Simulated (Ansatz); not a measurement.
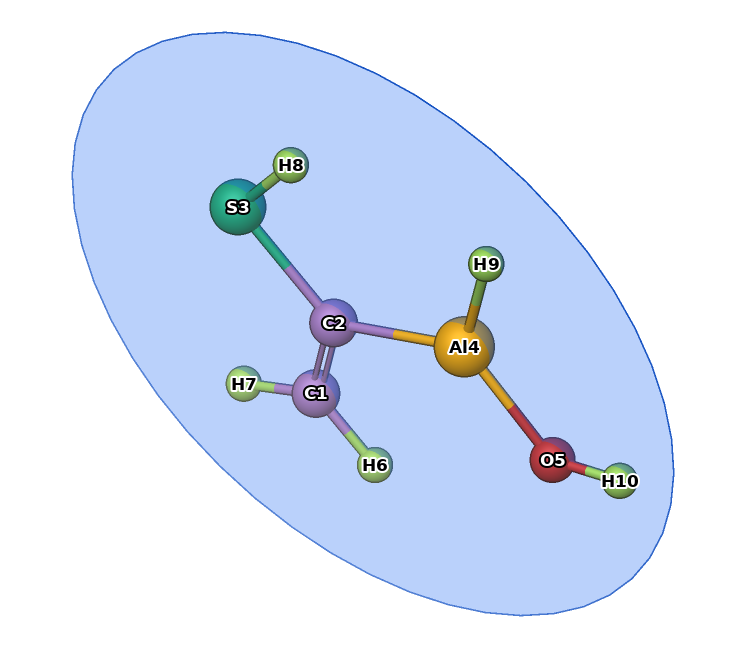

A disc through the centre of mass is drawn in. Distant atoms are faded towards the background colour. Computed geometry: PBE0-D4/def2-TZVP optimisation.

**Is the plane of the disc a mirror plane of the structure?**

Yes. The reflection leaves C1, C2, S3, Al4, O5, H6, H7, H8, H9, H10 in place. The point group is Cs.
